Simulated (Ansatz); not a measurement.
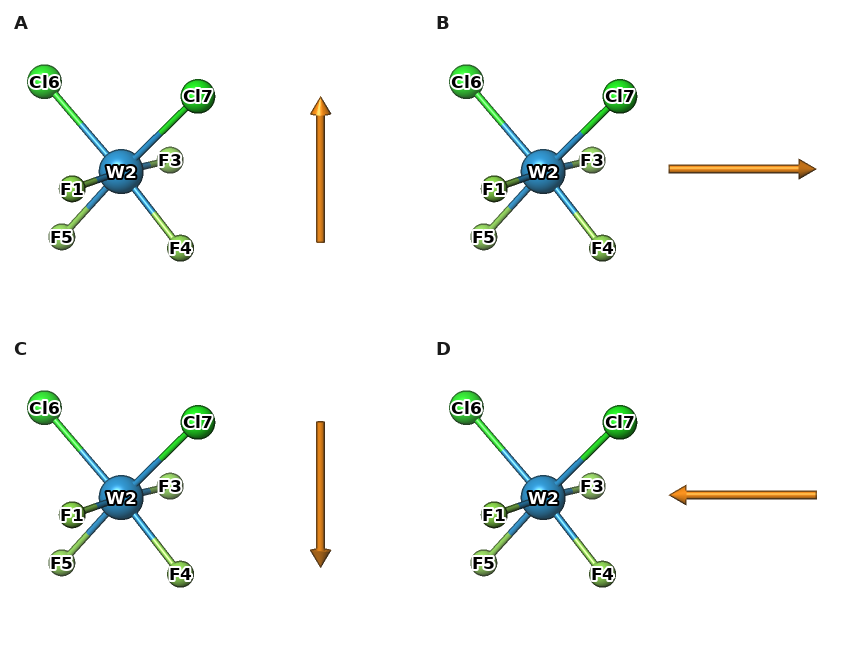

The same molecule four times, each with an arrow. The species is neutral and a spin singlet. The computed structure is the end point of a PBE0-D4/def2-TZVP optimisation. Properties computed with RKS ωB97M-V/def2-TZVPP, core potentials on W (Ansatz 0.2.0).

> Which arrow points along the dipole moment, from the negative to the positive end?

A. The dipole moment is 1.09 D; it points from the side of F4, F5 to the side of Cl6, Cl7 (the outermost atoms at the two ends).
